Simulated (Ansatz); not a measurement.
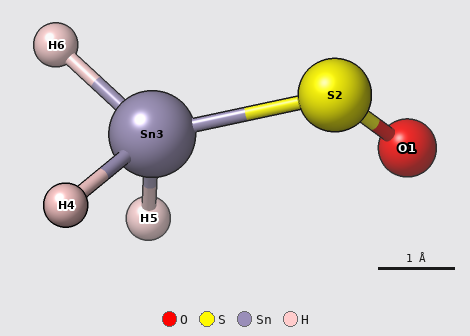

**Figure 1.** The structure as given in the input (ball-and-stick view, seen at a tilt; atoms are numbered from 1 in the order of the input). Sticks mark near contacts. Bond lengths as drawn: H–Sn 1.79 to 1.82 Å, O–S 1.52 Å and S–Sn 2.50 Å.

# Geometry relaxation, with input and output: SnH3SO (charge −1) (part 1 of 2)

SnH3SO, charge −1, SMILES [O-][S][SnH3], computed with RKS PBE/def2-SVP (Ansatz 0.2.0).

It belongs to a series of runs on one base structure; here: end point B relaxed. Figures and captions count atoms from 1; the log counts them from 0 in places.

## What the program printed
```
The last accepted step is kept in [file] (removed where the run ends without a failure and the disk answers)
Engine: ansatz 0.2.0, aarch64-unknown-linux-gnu
Functional definition: PBE
  parameter kappa = 0.804
  parameter beta = 0.06672455060314922
  exchange = pbe_x(kappa = kappa, mu = beta*pi^2/3)
  correlation = pbe_c(beta = beta)
813 factors; their error is unknown
mean field evaluation 1: about -18745.8819 eV, gradient 3.3e1 eV
mean field evaluation 2: about -18734.3978 eV, gradient 6.3e1 eV
mean field evaluation 4: about -18748.6897 eV, gradient 2.0e1 eV
mean field evaluation 8: about -18749.8193 eV, gradient 1.9e-1 eV
mean field evaluation 16: about -18749.7918 eV, gradient 1.1e-4 eV
mean field -18749.79177204 eV, -689.0421385571 hartree, gradient 1.8e-5 eV, S^2 0.000000; 1 other end points of the search recorded, 0 dependent functions left out
the calculation of the forces begins
reference -18749.79180613 eV, -689.0421398098 hartree; 25, 25 occupied and 48, 48 virtual orbitals, 813 factors
relax step   1: F+E_penalty+E_count = -18749.79177204 eV  Δ(F+E_penalty+E_count) = +0.000e0 eV  max|allowed force component| = 1.883e0 eV/Å  Δτ_max = 0.0000 Å  (47 SCF iters, accepted)
these checks for a lower state are left out or cut short: starts, cluster_reference, orbital_swaps, neighbouring_geometries, increment
813 factors; their error is unknown
mean field evaluation 32: about -18749.7616 eV, gradient 1.9e-5 eV
mean field -18749.76163395 eV, -689.0410310028 hartree, gradient 1.9e-5 eV, S^2 0.000000; 0 other end points of the search recorded, 0 dependent functions left out
[... from here on the field's lines of each further geometry are left out, up to the last ...]
relax step   2: F+E_penalty+E_count = -18749.76163395 eV  Δ(F+E_penalty+E_count) = +3.014e-2 eV  max|allowed force component| = 1.084e0 eV/Å  Δτ_max = 0.1805 Å  (34 SCF iters, rejected (line search))
relax step   3: F+E_penalty+E_count = -18749.89355114 eV  Δ(F+E_penalty+E_count) = -1.018e-1 eV  max|allowed force component| = 7.619e-1 eV/Å  Δτ_max = 0.0747 Å  (31 SCF iters, accepted)
relax step   4: F+E_penalty+E_count = -18749.91651946 eV  Δ(F+E_penalty+E_count) = -2.297e-2 eV  max|allowed force component| = 2.755e-1 eV/Å  Δτ_max = 0.0929 Å  (30 SCF iters, accepted)
relax step   5: F+E_penalty+E_count = -18749.91768200 eV  Δ(F+E_penalty+E_count) = -1.163e-3 eV  max|allowed force component| = 1.212e-1 eV/Å  Δτ_max = 0.0620 Å  (30 SCF iters, accepted)
relax step   6: F+E_penalty+E_count = -18749.91965192 eV  Δ(F+E_penalty+E_count) = -1.970e-3 eV  max|allowed force component| = 7.526e-2 eV/Å  Δτ_max = 0.0279 Å  (29 SCF iters, accepted)
relax step   7: F+E_penalty+E_count = -18749.91996665 eV  Δ(F+E_penalty+E_count) = -3.147e-4 eV  max|allowed force component| = 2.182e-2 eV/Å  Δτ_max = 0.0098 Å  (29 SCF iters, accepted)
relax step   8: F+E_penalty+E_count = -18749.92009459 eV  Δ(F+E_penalty+E_count) = -1.279e-4 eV  max|allowed force component| = 2.318e-2 eV/Å  Δτ_max = 0.0063 Å  (29 SCF iters, accepted)
relax step   9: F+E_penalty+E_count = -18749.92042874 eV  Δ(F+E_penalty+E_count) = -3.341e-4 eV  max|allowed force component| = 4.369e-2 eV/Å  Δτ_max = 0.0282 Å  (30 SCF iters, accepted)
relax step  10: F+E_penalty+E_count = -18749.92066626 eV  Δ(F+E_penalty+E_count) = -2.375e-4 eV  max|allowed force component| = 6.625e-2 eV/Å  Δτ_max = 0.0190 Å  (28 SCF iters, accepted)
relax step  11: F+E_penalty+E_count = -18749.91505972 eV  Δ(F+E_penalty+E_count) = +5.607e-3 eV  max|allowed force component| = 5.282e-1 eV/Å  Δτ_max = 0.1151 Å  (33 SCF iters, rejected (line search))
relax step  12: F+E_penalty+E_count = -18749.92188763 eV  Δ(F+E_penalty+E_count) = -1.221e-3 eV  max|allowed force component| = 6.864e-2 eV/Å  Δτ_max = 0.0442 Å  (29 SCF iters, accepted)
relax step  13: F+E_penalty+E_count = -18749.91998726 eV  Δ(F+E_penalty+E_count) = +1.900e-3 eV  max|allowed force component| = 4.722e-1 eV/Å  Δτ_max = 0.0975 Å  (33 SCF iters, rejected (line search))
relax step  14: F+E_penalty+E_count = -18749.92366737 eV  Δ(F+E_penalty+E_count) = -1.780e-3 eV  max|allowed force component| = 1.010e-1 eV/Å  Δτ_max = 0.0488 Å  (29 SCF iters, accepted)
relax step  15: F+E_penalty+E_count = -18749.92401529 eV  Δ(F+E_penalty+E_count) = -3.479e-4 eV  max|allowed force component| = 1.756e-1 eV/Å  Δτ_max = 0.0476 Å  (30 SCF iters, accepted)
relax step  16: F+E_penalty+E_count = -18749.92987278 eV  Δ(F+E_penalty+E_count) = -5.857e-3 eV  max|allowed force component| = 6.611e-2 eV/Å  Δτ_max = 0.0750 Å  (30 SCF iters, accepted)
relax step  17: F+E_penalty+E_count = -18749.93286411 eV  Δ(F+E_penalty+E_count) = -2.991e-3 eV  max|allowed force component| = 2.356e-2 eV/Å  Δτ_max = 0.0577 Å  (29 SCF iters, accepted)
relax step  18: F+E_penalty+E_count = -18749.93430091 eV  Δ(F+E_penalty+E_count) = -1.437e-3 eV  max|allowed force component| = 1.097e-1 eV/Å  Δτ_max = 0.0368 Å  (30 SCF iters, accepted)
relax step  19: F+E_penalty+E_count = -18749.93483312 eV  Δ(F+E_penalty+E_count) = -5.322e-4 eV  max|allowed force component| = 2.177e-1 eV/Å  Δτ_max = 0.0284 Å  (29 SCF iters, accepted)
relax step  20: F+E_penalty+E_count = -18749.92603143 eV  Δ(F+E_penalty+E_count) = +8.802e-3 eV  max|allowed force component| = 9.692e-1 eV/Å  Δτ_max = 0.1951 Å  (34 SCF iters, rejected (line search))
relax step  21: F+E_penalty+E_count = -18749.93913660 eV  Δ(F+E_penalty+E_count) = -4.303e-3 eV  max|allowed force component| = 1.845e-1 eV/Å  Δτ_max = 0.0953 Å  (29 SCF iters, accepted)
relax step  22: F+E_penalty+E_count = -18749.93471443 eV  Δ(F+E_penalty+E_count) = +4.422e-3 eV  max|allowed force component| = 6.662e-1 eV/Å  Δτ_max = 0.0998 Å  (30 SCF iters, rejected (line search))
relax step  23: F+E_penalty+E_count = -18749.94187729 eV  Δ(F+E_penalty+E_count) = -2.741e-3 eV  max|allowed force component| = 1.033e-1 eV/Å  Δτ_max = 0.0498 Å  (29 SCF iters, accepted)
relax step  24: F+E_penalty+E_count = -18749.94414216 eV  Δ(F+E_penalty+E_count) = -2.265e-3 eV  max|allowed force component| = 8.814e-2 eV/Å  Δτ_max = 0.0491 Å  (30 SCF iters, accepted)
relax step  25: F+E_penalty+E_count = -18749.94579054 eV  Δ(F+E_penalty+E_count) = -1.648e-3 eV  max|allowed force component| = 1.644e-1 eV/Å  Δτ_max = 0.0724 Å  (30 SCF iters, accepted)
relax step  26: F+E_penalty+E_count = -18749.94295272 eV  Δ(F+E_penalty+E_count) = +2.838e-3 eV  max|allowed force component| = 5.098e-1 eV/Å  Δτ_max = 0.0927 Å  (29 SCF iters, rejected (line search))
relax step  27: F+E_penalty+E_count = -18749.94773862 eV  Δ(F+E_penalty+E_count) = -1.948e-3 eV  max|allowed force component| = 7.079e-2 eV/Å  Δτ_max = 0.0460 Å  (29 SCF iters, accepted)
relax step  28: F+E_penalty+E_count = -18749.94862788 eV  Δ(F+E_penalty+E_count) = -8.893e-4 eV  max|allowed force component| = 3.139e-2 eV/Å  Δτ_max = 0.0361 Å  (29 SCF iters, accepted)
the calculation of the forces begins
reference -18749.94884972 eV, -689.0479110555 hartree; 25, 25 occupied and 48, 48 virtual orbitals, 813 factors
relax step  29: F+E_penalty+E_count = -18749.94881432 eV  Δ(F+E_penalty+E_count) = -1.864e-4 eV  max|allowed force component| = 6.444e-3 eV/Å  Δτ_max = 0.0151 Å  (29 SCF iters, accepted)
```

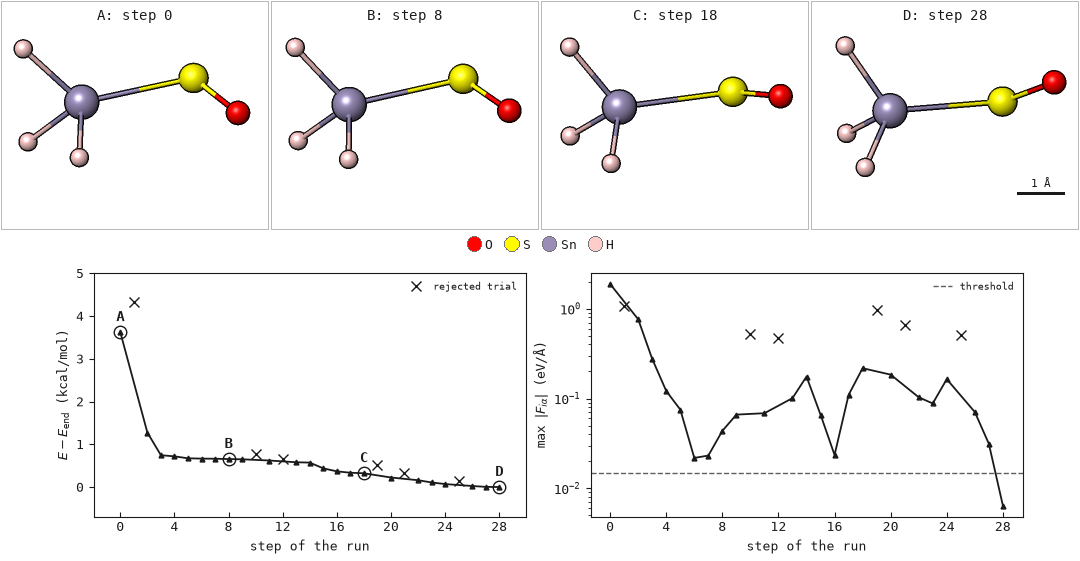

**Figure 2.** Frames of the relaxation (ball-and-stick view, seen at a tilt) above the curves, on which the letters mark them (the first geometry is step 0 here and step 1 in the log).

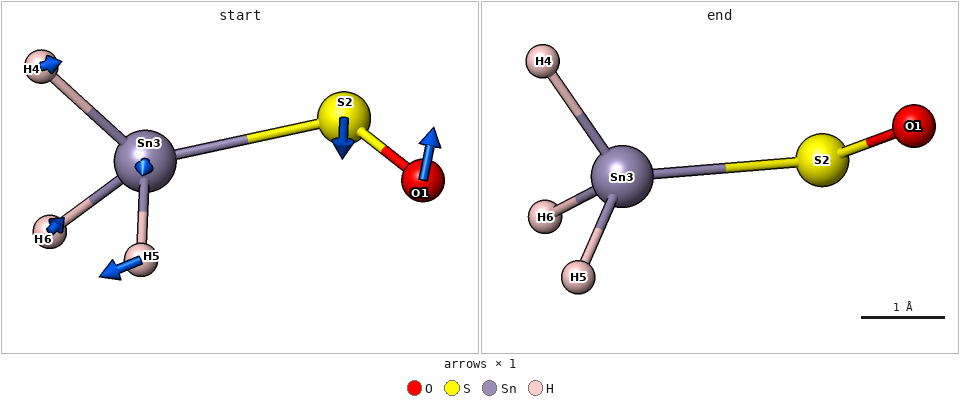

**Figure 3.** Before (left) and after (right) the relaxation, at one scale (ball-and-stick view, seen at a tilt). The blue arrows give the displacements, at true length. The energy falls by 3.62 kcal/mol in 28 geometry steps. The largest force component goes from 1.9 to 0.0064 eV/Å. The line search rejected the trial steps at points 1, 10, 12, 19, 21, 25 (counted from 0) and went back. O1 moves most after the best rigid fit: 0.67 Å. Largest moves by element: O 0.67 Å, H 0.56 Å, S 0.54 Å, Sn 0.27 Å. Among the contacts that change: S2–Sn3 2.501 → 2.563 Å, O1–S2 1.518 → 1.576 Å, Sn3–H6 1.824 → 1.777 Å, Sn3–H4 1.825 → 1.797 Å. Among the angles that change: S2–Sn3–H6 126.5° → 105.0°, S2–Sn3–H5 107.4° → 123.2°, H4–Sn3–H6 94.7° → 101.4°. (Atoms are counted from 1 in the order of the input.)

```
813 factors; their error is unknown
mean field -18749.94881432 eV, -689.0479097546 hartree, gradient 1.2e-5 eV, S^2 0.000000; 2 other end points of the search recorded, 0 dependent functions left out
the calculation of the forces begins
reference -18749.94884972 eV, -689.0479110555 hartree; 25, 25 occupied and 48, 48 virtual orbitals, 813 factors
Total energy: -18749.94884972 eV, -689.0479110555 hartree
Atom 0 at     0.841761    -2.413529     1.654406 Å, force     0.000852     0.000972    -0.002909 eV/Å
Atom 1 at     0.741337    -1.837548     0.191191 Å, force     0.001908    -0.005393     0.002336 eV/Å
Atom 2 at    -0.366529     0.449734    -0.140051 Å, force    -0.003274     0.004151     0.006444 eV/Å
Atom 3 at     0.313025     1.983862     0.502271 Å, force    -0.000241    -0.000036     0.000540 eV/Å
Atom 4 at    -2.099203     0.764369     0.213036 Å, force    -0.000437     0.001201    -0.000409 eV/Å
Atom 5 at    -0.302692     0.742881    -1.891152 Å, force     0.001192    -0.000895    -0.006002 eV/Å
Dipole moment:    -0.238830     0.597780    -0.477617 e Å
```

## Trajectory as extended XYZ (Å, eV, eV/Å), 29 frames, from step=1 to step=29
```
6
Properties=species:S:1:pos:R:3:forces:R:3 step=1 energy=-18749.79177
O     0.2238   -2.5290    1.4066   -1.5014  -1.4286   1.4543
S     1.0769   -1.6305    0.5294    1.8827   0.9842  -1.3454
Sn   -0.1119    0.4397   -0.2157   -0.8466   0.8262  -0.1432
H     0.2852    2.1557    0.2616    0.1131  -0.1786  -0.0052
H    -1.7649    0.3872    0.4737    0.2071  -0.0762  -0.0400
H    -0.5815    0.8667   -1.9258    0.1451  -0.1270   0.0795
6
Properties=species:S:1:pos:R:3:forces:R:3 step=2 energy=-18749.76163 accepted=F
O     0.1451   -2.3764    1.3510   -0.5235  -1.0844   0.8587
S     1.1639   -1.5975    0.4730    0.0723   1.0424  -0.6502
Sn   -0.2392    0.5003   -0.2001    0.8755  -0.2997  -0.1786
H     0.4002    2.1138    0.3332   -0.3108   0.0060  -0.1444
H    -1.8246    0.2950    0.5483    0.0543   0.1204  -0.0887
H    -0.5176    0.7546   -1.9756   -0.1678   0.2153   0.2032
6
Properties=species:S:1:pos:R:3:forces:R:3 step=3 energy=-18749.89355
O     0.1768   -2.4749    1.4007   -0.6003  -0.7619   0.7046
S     1.1201   -1.6290    0.5053    0.5174   0.7167  -0.6437
Sn   -0.1713    0.4848   -0.2193    0.1854  -0.0631  -0.0388
H     0.3248    2.1414    0.2782   -0.0372   0.0376  -0.0090
H    -1.7683    0.3292    0.5059   -0.0305   0.0313  -0.0057
H    -0.5544    0.8383   -1.9411   -0.0347   0.0395  -0.0075
6
Properties=species:S:1:pos:R:3:forces:R:3 step=4 energy=-18749.91652
O     0.2346   -2.5334    1.4312   -0.1837  -0.2755   0.2536
S     1.1173   -1.6364    0.4929    0.1332   0.2714  -0.2311
Sn   -0.1872    0.4804   -0.2130    0.0483  -0.0360   0.0031
H     0.3224    2.1325    0.2792    0.0009   0.0360   0.0062
H    -1.8130    0.4045    0.4748    0.0121  -0.0107   0.0005
H    -0.5465    0.8422   -1.9354   -0.0108   0.0148  -0.0324
6
Properties=species:S:1:pos:R:3:forces:R:3 step=5 energy=-18749.91768
O     0.2731   -2.5754    1.4556   -0.0824   0.0311   0.0254
S     1.0930   -1.6352    0.4882    0.1212  -0.0074  -0.0633
Sn   -0.1994    0.4886   -0.2151   -0.0079  -0.0464   0.0381
H     0.3280    2.1377    0.2805   -0.0122   0.0014  -0.0031
H    -1.8282    0.4246    0.4653   -0.0164   0.0182  -0.0052
H    -0.5389    0.8495   -1.9448   -0.0023   0.0030   0.0081
6
Properties=species:S:1:pos:R:3:forces:R:3 step=6 energy=-18749.91965
O     0.2573   -2.5524    1.4531    0.0448   0.0327  -0.0347
S     1.1096   -1.6410    0.4796   -0.0753  -0.0161   0.0342
Sn   -0.1952    0.4804   -0.2124    0.0235  -0.0092   0.0002
H     0.3232    2.1319    0.2835   -0.0026   0.0055   0.0027
H    -1.8268    0.4234    0.4650    0.0103  -0.0136   0.0013
H    -0.5404    0.8476   -1.9391   -0.0008   0.0008  -0.0039
6
Properties=species:S:1:pos:R:3:forces:R:3 step=7 energy=-18749.91997
O     0.2543   -2.5493    1.4524   -0.0110  -0.0127   0.0201
S     1.1058   -1.6399    0.4807   -0.0017   0.0179  -0.0218
Sn   -0.1926    0.4809   -0.2139    0.0134  -0.0016   0.0015
H     0.3228    2.1336    0.2832   -0.0039   0.0028   0.0012
H    -1.8215    0.4155    0.4675    0.0034  -0.0069   0.0001
H    -0.5412    0.8490   -1.9402   -0.0003   0.0005  -0.0009
```
